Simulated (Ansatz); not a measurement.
# BSi₂H (triplet): correlated methods under varied settings at a displaced geometry (v1)

Aim: run BSi₂H (triplet) at one geometry under a spread of methods and options, and see what each costs and gives.

The runs use Ansatz 0.2.0, Gaussian basis; the settings change from run to run.

25 further runs of the same task are left out: 9 that didn't finish, 16 set aside as unsound or not needed. Runs told in other sessions of the task aren't counted.

## Step 1: The geometry

The geometry is a PBE0/def2-TZVP stationary point (not a proven minimum) with its atoms shifted at random (size 0.040 Å).

4 atoms, charge 0, spin multiplicity 3.

Atoms are counted from 1 here; the program's logs count them from 0.

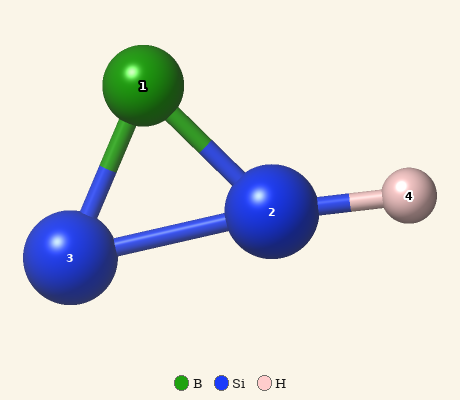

The geometry (boron green, silicon blue, hydrogen pink); atoms are numbered from 1 in the order of the file.

## Step 2: HF (ROHF)/cc-pVDZ

File in.yaml:

```yaml
crystal:
  periodic: [false, false, false]
  atoms:
    - {symbol: B, position_ang: [-0.018300, -1.369726, -0.063240]}
    - {symbol: Si, position_ang: [-0.019133, 0.191775, 1.072871]}
    - {symbol: Si, position_ang: [0.028831, 0.325969, -1.140016]}
    - {symbol: H, position_ang: [-0.073946, 0.264899, 2.549229]}
basis:
  gaussian: {orbitals: cc-pVDZ}
magnetization: {spin_polarized: false, initial_magnetization: 2}
hamiltonian: {xc: hf}
accuracy: high
output: {forces: true, orbitals: {seedname: orbitals}}
```

Command:

```bash
> ansatz run in.yaml --threads 1 --pin off --events-out ev --progress --plain --max-ram 2393MiB
```

The program printed:

```text
Functional definition: HF
  name "HF"
  cite "Fock, Z. Phys. 61, 126 (1930) doi:10.1007/BF01340294"
  parent pbe
  exchange = exact_x
  correlation = 0
1204 factors; integrals over basis functions are off by at most 3.5e-9 eV
mean field evaluation 1: about -16405.8599 eV, gradient 1.1e1 eV
mean field evaluation 2: about -16405.9117 eV, gradient 1.1e1 eV
mean field evaluation 4: about -16406.9646 eV, gradient 3.1e0 eV
mean field evaluation 8: about -16407.1582 eV, gradient 4.7e-1 eV
mean field evaluation 16: about -16407.1671 eV, gradient 7.9e-7 eV
mean field evaluation 32: about -16405.9360 eV, gradient 6.8e0 eV
mean field evaluation 64: about -16404.2693 eV, gradient 2.0e0 eV
mean field evaluation 96: about -16400.5608 eV, gradient 4.6e0 eV
mean field -16407.16706656 eV, -602.9522685189 hartree, gradient 2.9e-8 eV, S^2 2.000000; 6 other end points of the search recorded, 0 dependent functions left out
the calculation of the forces begins
reference -16407.16706656 eV, -602.9522685189 hartree; 18, 16 occupied and 37, 39 virtual orbitals, 1204 factors
Total energy: -16407.16706656 eV, -602.9522685189 hartree
Atom 0 at    -0.018300    -1.369726    -0.063240 Å, force    -0.003195    -0.695762    -0.277773 eV/Å
Atom 1 at    -0.019133     0.191775     1.072871 Å, force     0.002918     0.582213    -0.647488 eV/Å
Atom 2 at     0.028831     0.325969    -1.140016 Å, force    -0.008839     0.109685     0.852275 eV/Å
Atom 3 at    -0.073946     0.264899     2.549229 Å, force     0.009115     0.003865     0.072986 eV/Å
Dipole moment:    -0.003571     0.224250     0.217716 e Å
```

Wall time 3.1 s (1 thread of Arm Neoverse V1, shared host).

## Step 3: HF (UHF)/6-31G

in.yaml: that of step 2 with these lines changed.

```diff
@@ -8,6 +8,5 @@
 basis:
-  gaussian: {orbitals: cc-pVDZ}
-magnetization: {spin_polarized: false, initial_magnetization: 2}
+  gaussian: {orbitals: 6-31G}
+magnetization: {spin_polarized: true, initial_magnetization: 2}
 hamiltonian: {xc: hf}
-accuracy: high
 output: {forces: true, orbitals: {seedname: orbitals}}
```

The command is unchanged.

The program printed, shortened:

```text
Functional definition: HF
  name "HF"
  cite "Fock, Z. Phys. 61, 126 (1930) doi:10.1007/BF01340294"
  parent pbe
[...]
438 factors; integrals over basis functions are off by at most 1.8e-4 eV
[...]
mean field -16404.56197448 eV, -602.8565331506 hartree, gradient 2.2e-5 eV, S^2 2.082030; 0 other end points of the search recorded, 0 dependent functions left out
[...]
reference -16404.56197448 eV, -602.8565331506 hartree; 18, 16 occupied and 19, 21 virtual orbitals, 438 factors
Total energy: -16404.56197448 eV, -602.8565331506 hartree
Atom 0 at    -0.018300    -1.369726    -0.063240 Å, force    -0.010082    -1.341350    -0.419174 eV/Å
Atom 1 at    -0.019133     0.191775     1.072871 Å, force    -0.019892     0.951958     0.788704 eV/Å
Atom 2 at     0.028831     0.325969    -1.140016 Å, force     0.022689     0.406521    -0.466140 eV/Å
Atom 3 at    -0.073946     0.264899     2.549229 Å, force     0.007284    -0.017129     0.096609 eV/Å
Dipole moment:    -0.003971     0.214156     0.134128 e Å
```

Wall time 0.87 s (1 thread of Arm Neoverse V1, shared host).

From the report: ⟨S²⟩ of the determinant 2.082 (pure triplet: 2.00).

## Step 4: BCCD on UHF/6-31G*

in.yaml: that of step 3 with these lines changed.

```diff
@@ -8,5 +8,5 @@
 basis:
-  gaussian: {orbitals: 6-31G}
+  gaussian: {orbitals: "6-31G*", point_charges: [{charge: -0.50, position_ang: [2.957, 0.749, -0.160]}]}
 magnetization: {spin_polarized: true, initial_magnetization: 2}
-hamiltonian: {xc: hf}
-output: {forces: true, orbitals: {seedname: orbitals}}
+hamiltonian: {pseudopotentials: {relativity: none}}
+correlation: {method: bccd, electrons: outside_noble_gas}
```

The command is unchanged.

The program printed, shortened:

```text
Functional definition: HF
  name "HF"
  cite "Fock, Z. Phys. 61, 126 (1930) doi:10.1007/BF01340294"
  parent pbe
[...]
504 factors; integrals over basis functions are off by at most 9.4e-4 eV
[...]
mean field -16406.42370508 eV, -602.9249504883 hartree, gradient 2.5e-6 eV, S^2 2.119185; 10 other end points of the search recorded, 0 dependent functions left out
determinant -16406.42370508 eV, -602.9249504883 hartree, with singles and doubles -16413.15862515 eV, -603.1724542359 hartree
determinant -16405.66830560 eV, -602.8971900696 hartree, with singles and doubles -16412.04252011 eV, -603.1314381321 hartree
determinant -16403.95616919 eV, -602.8342702168 hartree, with singles and doubles -16410.66978199 eV, -603.0809909367 hartree
determinant -16403.85677566 eV, -602.8306175719 hartree, with singles and doubles -16409.98158578 eV, -603.0557001924 hartree
11 core orbitals not correlated: weight in the atoms' cores, before any rotation towards them, 1.000 or more for the frozen orbitals, at most 0.000 for the correlated occupied ones
reference -16406.42370508 eV, -602.9249504883 hartree; 7, 5 occupied and 37, 39 virtual orbitals, 504 factors
second order -5.84685289 eV of doubles, -0.00000000 eV of singles
cycle   1  -6.70694437 eV  change    2.8e-2 eV  update   1.4e-2
[...]
cycle  13  -6.70952766 eV  change   -1.0e-5 eV  update   1.4e-5
WARN: the results are in doubt because among natural orbitals full CI differs from the method by -0.082 eV
Total energy: -16413.13323274 eV, -603.1715210818 hartree
In doubt: among natural orbitals full CI differs from the method by -0.082 eV
```

Wall time 7.5 s (1 thread of Arm Neoverse V1, shared host).

From the report: ⟨S²⟩ of the determinant 2.119 (pure triplet: 2.00); correlation -6.7095 eV; largest double amplitude 0.08. The program marks this result as in doubt; its last lines say why.

## Step 5: HF (UHF)/cc-pVDZ

File in.yaml:

```yaml
crystal:
  periodic: [false, false, false]
  atoms:
    - {symbol: B, position_ang: [-0.018300, -1.369726, -0.063240]}
    - {symbol: Si, position_ang: [-0.019133, 0.191775, 1.072871]}
    - {symbol: Si, position_ang: [0.028831, 0.325969, -1.140016]}
    - {symbol: H, position_ang: [-0.073946, 0.264899, 2.549229]}
basis:
  gaussian: {orbitals: cc-pVDZ, point_charges: [{charge: 0.50, position_ang: [4.122, -0.912, -0.201]}]}
magnetization: {spin_polarized: true, initial_magnetization: 2}
hamiltonian: {xc: hf}
accuracy: high
output: {orbitals: {seedname: orbitals}}
```

Same command.

The program printed:

```text
Functional definition: HF
  name "HF"
  cite "Fock, Z. Phys. 61, 126 (1930) doi:10.1007/BF01340294"
  parent pbe
  exchange = exact_x
  correlation = 0
1204 factors; integrals over basis functions are off by at most 3.5e-9 eV
mean field evaluation 1: about -16405.8908 eV, gradient 9.6e0 eV
mean field evaluation 2: about -16405.9457 eV, gradient 9.6e0 eV
mean field evaluation 4: about -16407.2867 eV, gradient 2.5e0 eV
mean field evaluation 8: about -16407.5167 eV, gradient 3.2e-1 eV
mean field evaluation 16: about -16407.5264 eV, gradient 1.9e-6 eV
mean field evaluation 32: about -16407.3328 eV, gradient 1.1e0 eV
mean field evaluation 64: about -16407.4545 eV, gradient 5.1e-1 eV
mean field evaluation 96: about -16407.1680 eV, gradient 1.2e0 eV
mean field -16407.52638722 eV, -602.9654733096 hartree, gradient 4.1e-8 eV, S^2 2.101831; 0 other end points of the search recorded, 0 dependent functions left out
reference -16407.52638722 eV, -602.9654733096 hartree; 18, 16 occupied and 37, 39 virtual orbitals, 1204 factors
Total energy: -16407.52638722 eV, -602.9654733096 hartree
```

Run time: 2.3 s. Hardware: 1 thread of Arm Neoverse V1, shared host.

From the report: ⟨S²⟩ of the determinant 2.102 (pure triplet: 2.00).

## Step 6: BCCD(T) on UHF/6-31G

in.yaml: that of step 5 with these lines changed.

```diff
@@ -8,6 +8,4 @@
 basis:
-  gaussian: {orbitals: cc-pVDZ, point_charges: [{charge: 0.50, position_ang: [4.122, -0.912, -0.201]}]}
+  gaussian: {orbitals: 6-31G}
 magnetization: {spin_polarized: true, initial_magnetization: 2}
-hamiltonian: {xc: hf}
-accuracy: high
-output: {orbitals: {seedname: orbitals}}
+correlation: {method: bccd_t, electrons: outside_noble_gas, diis_vectors: 2}
```

The command is unchanged.

The program printed, shortened:

```text
Functional definition: HF
  name "HF"
  cite "Fock, Z. Phys. 61, 126 (1930) doi:10.1007/BF01340294"
  parent pbe
[...]
438 factors; integrals over basis functions are off by at most 1.8e-4 eV
[...]
mean field -16404.56197448 eV, -602.8565331506 hartree, gradient 4.4e-6 eV, S^2 2.082031; 6 other end points of the search recorded, 0 dependent functions left out
determinant -16404.56197448 eV, -602.8565331506 hartree, with singles and doubles -16409.14239933 eV, -603.0248606592 hartree
determinant -16403.44876957 eV, -602.8156236247 hartree, with singles and doubles -16407.56542960 eV, -602.9669080906 hartree
11 core orbitals not correlated: weight in the atoms' cores, before any rotation towards them, 1.000 or more for the frozen orbitals, at most 0.000 for the correlated occupied ones
reference -16404.56197448 eV, -602.8565331506 hartree; 7, 5 occupied and 19, 21 virtual orbitals, 438 factors
second order -3.86131855 eV of doubles, -0.00000000 eV of singles
cycle   1  -4.56008253 eV  change    2.0e-2 eV  update   1.1e-2
[...]
cycle  14  -4.56068522 eV  change    4.9e-6 eV  update   1.1e-5
perturbative correction -0.28749435 eV, -0.0105652226 hartree
Total energy: -16409.41015405 eV, -603.0347004636 hartree
```

It took 2.7 s on 1 thread of Arm Neoverse V1, shared host.

From the report: ⟨S²⟩ of the determinant 2.082 (pure triplet: 2.00); correlation -4.8482 eV; largest double amplitude 0.10.

## Step 7: BCCD(T) on ROHF/STO-3G

in.yaml: that of step 6 with these lines changed.

```diff
@@ -8,4 +8,4 @@
 basis:
-  gaussian: {orbitals: 6-31G}
-magnetization: {spin_polarized: true, initial_magnetization: 2}
-correlation: {method: bccd_t, electrons: outside_noble_gas, diis_vectors: 2}
+  gaussian: {orbitals: STO-3G}
+magnetization: {spin_polarized: false, initial_magnetization: 2}
+correlation: {method: bccd_t, electrons: valence, diis_vectors: 4}
```

Same command.

The program printed, shortened:

```text
Functional definition: HF
  name "HF"
  cite "Fock, Z. Phys. 61, 126 (1930) doi:10.1007/BF01340294"
  parent pbe
[...]
270 factors; integrals over basis functions are off by at most 4.8e-5 eV
[...]
mean field -16214.97560372 eV, -595.8893625315 hartree, gradient 2.8e-6 eV, S^2 2.000000; 10 other end points of the search recorded, 0 dependent functions left out
[...]
determinant -16214.97560372 eV, -595.8893625315 hartree, with singles and doubles -16219.56921649 eV, -596.0581746872 hartree
determinant -16214.58918076 eV, -595.8751617497 hartree, with singles and doubles -16218.24114064 eV, -596.0093688000 hartree
determinant -16211.90118246 eV, -595.7763796342 hartree, with singles and doubles -16216.41154931 eV, -595.9421325588 hartree
determinant -16211.81437809 eV, -595.7731896324 hartree, with singles and doubles -16215.83548126 eV, -595.9209624481 hartree
determinant -16211.64318534 eV, -595.7668984147 hartree, with singles and doubles -16216.74329164 eV, -595.9543238645 hartree
determinant -16211.48187981 eV, -595.7609705459 hartree, with singles and doubles -16215.54965552 eV, -595.9104585461 hartree
11 core orbitals not correlated: weight in the atoms' cores, before any rotation towards them, 0.999 or more for the frozen orbitals, at most 0.000 for the correlated occupied ones
reference -16214.97560372 eV, -595.8893625315 hartree; 7, 5 occupied and 6, 8 virtual orbitals, 270 factors
second order -3.93285302 eV of doubles, -0.09557018 eV of singles
cycle   1  -4.59124127 eV  change    2.4e-3 eV  update   1.4e-2
[...]
cycle  12  -4.59144842 eV  change   -1.2e-5 eV  update   9.9e-6
perturbative correction -0.28542400 eV, -0.0104891386 hartree
Total energy: -16219.85247614 eV, -596.0685842874 hartree
```

Run time: 1.4 s. Hardware: 1 thread of Arm Neoverse V1, shared host.

From the report: correlation -4.8769 eV; largest double amplitude 0.14.

## Step 8: The runs in one table

Where basis and cores are those of an earlier RCCSDT(Q)/cc-pVDZ run (-16415.1728 eV), and the records show the same count of frozen orbitals and kind of state, the miss against it is given; a blank cell means that this couldn't be shown. † marks a result that the program doubts.

```csv
level,correlated,functions,energy (eV),from RCCSDT(Q) (meV),time
HF (ROHF)/cc-pVDZ,,55,-16407.1671,8005.7,3.1 s
HF (UHF)/6-31G,,37,-16404.5620,,0.87 s
BCCD on UHF/6-31G* (beside a point charge) †,outside noble gas,55,-16413.1332,,7.5 s
HF (UHF)/cc-pVDZ (beside a point charge),,55,-16407.5264,,2.3 s
BCCD(T) on UHF/6-31G,outside noble gas,37,-16409.4102,,2.7 s
BCCD(T) on ROHF/STO-3G,valence,24,-16219.8525,,1.4 s
```

## Step 9: Outcome

```
quantity                                                value
    runs                                                    6
quickest                               HF (UHF)/6-31G, 0.87 s
 slowest  BCCD on UHF/6-31G* (beside a point charge) †, 7.5 s
```

What this shows: Total energies in different bases, with other cores or another treatment of relativity can't be set against each other. BCCD on UHF/6-31G* (beside a point charge) † took 9 times as long as HF (UHF)/6-31G; the jobs differ in more than the method. Hartree-Fock, CASSCF and CASCI lack dynamic correlation by design.
